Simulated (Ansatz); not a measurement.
# One shape, several levels: AlH5O (Al(H2O)H3)

Aim: a comparison of 6 runs (UHF/STO-3G, B2PLYP/STO-3G, PBE/STO-3G, SVWN5/STO-3G, UPBE/STO-3G, wB97M-V/STO-3G) of AlH5O (Al(H2O)H3). 

Program for the calculation: Ansatz 0.2.0.

53 further runs of the same task are left out: 1 that didn't finish, 52 set aside as unsound or not needed.

## 1. The system as given

AlH5O has 7 atoms, charge 0, and is taken as a singlet. As SMILES, `[H][Al]([H])([H])<-[OH2]`. The H5–Al1 distance was set to 3.145 Å, away from the relaxed value. At this shape a bond of the SMILES string is far longer than usual.

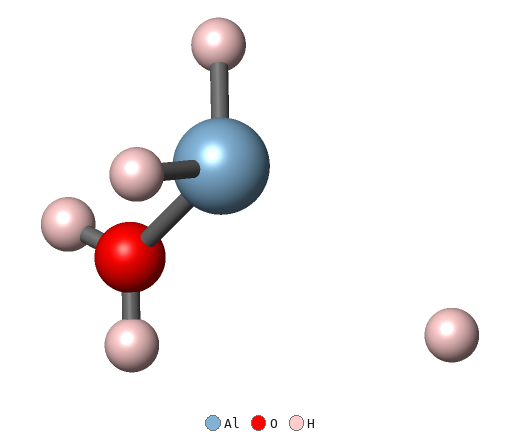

The structure, seen from a chosen angle (aluminium light blue, oxygen red, hydrogen pink).

## 2. The energy at UHF/STO-3G (run 1)

Input file molecule.yaml:

```yaml
crystal:
  periodic: [false, false, false]
  atoms:
    - {symbol: Al, position_ang: [-1.530841, -0.086510, -0.777611]}
    - {symbol: O, position_ang: [-1.593951, 0.014910, 1.109449]}
    - {symbol: H, position_ang: [-2.303711, -0.342670, 1.656219]}
    - {symbol: H, position_ang: [-0.981051, 0.544980, 1.631679]}
    - {symbol: H, position_ang: [1.607200, -0.040110, -0.978390]}
    - {symbol: H, position_ang: [-2.304751, 1.222580, -1.169141]}
    - {symbol: H, position_ang: [-2.306961, -1.452380, -0.869871]}
basis:
  gaussian: {orbitals: STO-3G}
magnetization: {spin_polarized: true, initial_magnetization: 0}
hamiltonian: {xc: hf}
accuracy: high
```

Run with:

```bash
ansatz run molecule.yaml --threads 1 --pin off --max-ram 2610MiB --events-out events.jsonl --progress --plain --runs-dir runs
```

The program printed:

```text
Warning: RAYON_NUM_THREADS=1 ignored (pool sized by the plan → 1); use --threads N
Functional definition: HF
  name "HF"
  exchange = exact_x
  correlation = 0
335 factors; integrals over basis functions are off by at most 4.7e-9 eV
mean field evaluation 1: about -8580.9212 eV, gradient 1.1e1 eV
mean field evaluation 2: about -8580.9520 eV, gradient 1.1e1 eV
mean field evaluation 4: about -8583.7079 eV, gradient 1.8e0 eV
mean field evaluation 8: about -8583.7614 eV, gradient 1.7e-2 eV
mean field evaluation 16: about -8584.3320 eV, gradient 3.5e0 eV
mean field evaluation 32: about -8586.4532 eV, gradient 1.1e-1 eV
mean field -8586.45334470 eV, -315.5463403107 hartree, gradient 1.4e-8 eV, S^2 0.951670; 3 other end points of the search recorded, 0 dependent functions left out
reference -8586.45334470 eV, -315.5463403107 hartree; 13, 13 occupied and 6, 6 virtual orbitals, 335 factors
Total energy: -8586.45334470 eV, -315.5463403107 hartree
```

It took 0.16 s on 1 thread of Arm Neoverse V2, shared host.

## 3. A single-point energy at B2PLYP/STO-3G (run 2)

Input file input.yaml:

```yaml
basis:
  gaussian: {orbitals: STO-3G}
crystal:
  periodic: [false, false, false]
  atoms:
    - {symbol: Al, position_ang: [-1.530841, -0.086510, -0.777611]}
    - {symbol: O, position_ang: [-1.593951, 0.014910, 1.109449]}
    - {symbol: H, position_ang: [-2.303711, -0.342670, 1.656219]}
    - {symbol: H, position_ang: [-0.981051, 0.544980, 1.631679]}
    - {symbol: H, position_ang: [1.607200, -0.040110, -0.978390]}
    - {symbol: H, position_ang: [-2.304751, 1.222580, -1.169141]}
    - {symbol: H, position_ang: [-2.306961, -1.452380, -0.869871]}
hamiltonian: {xc: {name: B2PLYP}}
correlation: {frozen_orbitals: {Al: 5, H: 0, O: 1}}
accuracy: high
```

Run with:

```bash
ansatz run input.yaml --threads 1 --pin off --max-ram 2610MiB --events-out events.jsonl --progress --plain --runs-dir runs
```

The program printed, shortened:

```text
Warning: RAYON_NUM_THREADS=1 ignored (pool sized by the plan → 1); use --threads N
Functional definition: B2PLYP
  name "B2PLYP"
[...]
335 factors; integrals over basis functions are off by at most 4.7e-9 eV
[...]
mean field -8601.92691902 eV, -316.1149836785 hartree, gradient 5.6e-8 eV, S^2 0.000000; 0 other end points of the search recorded, 0 dependent functions left out; unrestricted orbitals would lower it
6 core orbitals not correlated: weight in the atoms' cores, before any rotation towards them, 0.999 or more for the frozen orbitals, at most 0.000 for the correlated occupied ones
reference -8601.92694032 eV, -316.1149844612 hartree; 7, 7 occupied and 6, 6 virtual orbitals, 335 factors
second order -5.04956896 eV of doubles, -0.00000000 eV of singles
Total energy: -8603.29032394 eV, -316.1650878851 hartree
```

Run time: 1.6 s. Hardware: 1 thread of Arm Neoverse V2, shared host; peak memory 0.1 GiB.

## 4. The energy at PBE/STO-3G (run 3)

Input file run.yaml:

```yaml
crystal:
  periodic: [false, false, false]
  atoms:
    - symbol: Al
      position_ang: [-1.530841, -0.086510, -0.777611]
    - symbol: O
      position_ang: [-1.593951, 0.014910, 1.109449]
    - symbol: H
      position_ang: [-2.303711, -0.342670, 1.656219]
    - symbol: H
      position_ang: [-0.981051, 0.544980, 1.631679]
    - symbol: H
      position_ang: [1.607200, -0.040110, -0.978390]
    - symbol: H
      position_ang: [-2.304751, 1.222580, -1.169141]
    - symbol: H
      position_ang: [-2.306961, -1.452380, -0.869871]
basis:
  gaussian:
    orbitals: STO-3G
hamiltonian:
  xc: {name: PBE}
accuracy: high
```

Run with:

```bash
ansatz run run.yaml --threads 1 --pin off --max-ram 2610MiB --events-out events.jsonl --progress --plain --runs-dir runs
```

The program printed:

```text
Warning: RAYON_NUM_THREADS=1 ignored (pool sized by the plan → 1); use --threads N
Functional definition: PBE
  name "PBE"
  parameter kappa = 0.804
  parameter beta = 0.06672455060314922
  exchange = pbe_x(kappa = kappa, mu = beta*pi^2/3)
  correlation = pbe_c(beta = beta)
335 factors; integrals over basis functions are off by at most 4.7e-9 eV
mean field evaluation 1: about -8597.3962 eV, gradient 2.5e1 eV
mean field evaluation 2: about -8583.8188 eV, gradient 3.3e1 eV
mean field evaluation 4: about -8603.8165 eV, gradient 2.9e0 eV
mean field evaluation 8: about -8603.8164 eV, gradient 2.9e0 eV
mean field evaluation 16: about -8603.8177 eV, gradient 1.4e-7 eV
mean field -8603.81767505 eV, -316.1844676809 hartree, gradient 2.7e-8 eV, S^2 0.000000; 0 other end points of the search recorded, 0 dependent functions left out
reference -8603.81767734 eV, -316.1844677653 hartree; 13, 13 occupied and 6, 6 virtual orbitals, 335 factors
Total energy: -8603.81767734 eV, -316.1844677653 hartree
```

Run time: 1.2 s. Hardware: 1 thread of Arm Neoverse V2, shared host; peak memory 0.099 GiB.

Runs 4 to 5 aren't shown in full; the table further down has their settings and results.

## 5. The energy at wB97M-V/STO-3G (run 6)

Input file in.yaml:

```yaml
crystal:
  periodic: [false, false, false]
  atoms:
    - {symbol: Al, position_ang: [-1.530841, -0.086510, -0.777611]}
    - {symbol: O, position_ang: [-1.593951, 0.014910, 1.109449]}
    - {symbol: H, position_ang: [-2.303711, -0.342670, 1.656219]}
    - {symbol: H, position_ang: [-0.981051, 0.544980, 1.631679]}
    - {symbol: H, position_ang: [1.607200, -0.040110, -0.978390]}
    - {symbol: H, position_ang: [-2.304751, 1.222580, -1.169141]}
    - {symbol: H, position_ang: [-2.306961, -1.452380, -0.869871]}
basis:
  gaussian:
    orbitals: STO-3G
hamiltonian:
  xc: {name: wB97M-V}
accuracy: high
```

Run with:

```bash
ansatz run in.yaml --threads 1 --pin off --max-ram 2610MiB --events-out events.jsonl --progress --plain --runs-dir runs
```

The program printed, shortened:

```text
Warning: RAYON_NUM_THREADS=1 ignored (pool sized by the plan → 1); use --threads N
Functional definition: wB97M-V
  name "wB97M-V"
[...]
  gx(w, u) = 1 - cx + cx01*u + cx10*w
  gss(w, u) = css00 + css04*u^4 + css10*w + css20*w^2 + css43*w^4*u^3
  gos(w, u) = cos00 + cos10*w + (cos20 + cos21*u)*w^2 + (cos60 + cos61*u)*w^6
[...]
      + integral(e_c_pw_mod_opposite_spin*gos(b97_w_opposite, b97_u_opposite)) + vv10(b, c)
335 factors; integrals over basis functions are off by at most 4.7e-9 eV
157 factors; integrals over basis functions are off by at most 7.1e-10 eV
[...]
mean field -8609.74844855 eV, -316.4024195872 hartree, gradient 3.8e-8 eV, S^2 0.000000; 0 other end points of the search recorded, 0 dependent functions left out
reference -8609.74845165 eV, -316.4024197009 hartree; 13, 13 occupied and 6, 6 virtual orbitals, 335 factors
Total energy: -8609.74845165 eV, -316.4024197009 hartree
```

Run time: 18 s. Hardware: 1 thread of Arm Neoverse V2, shared host; peak memory 0.3 GiB.

## 6. All runs side by side

```tsv
run	level	frozen core orbitals	energy (Eh)	wall time
1	UHF/STO-3G	–	-315.546340	0.16 s
2	B2PLYP/STO-3G	6	-316.165088	1.6 s
3	PBE/STO-3G	–	-316.184468	1.2 s
4	SVWN5/STO-3G	–	-314.727089	0.78 s
5	UPBE/STO-3G	–	-316.193367	4.5 s
6	wB97M-V/STO-3G	–	-316.402420	18 s
```

## 7. What came out

```
           quantity          value
run 6: total energy  -316.40242 Eh
```

In words: Totals of different functionals can't be ranked against each other. In run 2 the log says that unrestricted orbitals would lower the reference, so the values rest on an unstable closed-shell determinant (other closed-shell runs at this shape may share the fault). In runs 1, 2, 3, 4, 5, 6 the basis is minimal, so the values are rough. Spin contamination of the reference: run 1 ⟨S²⟩ = 0.95, run 5 ⟨S²⟩ = 0.57. Where it is this large, the reference is a mixture of spin states, and values that rest on it are in doubt. All runs together took 27 s, the longest 18 s.
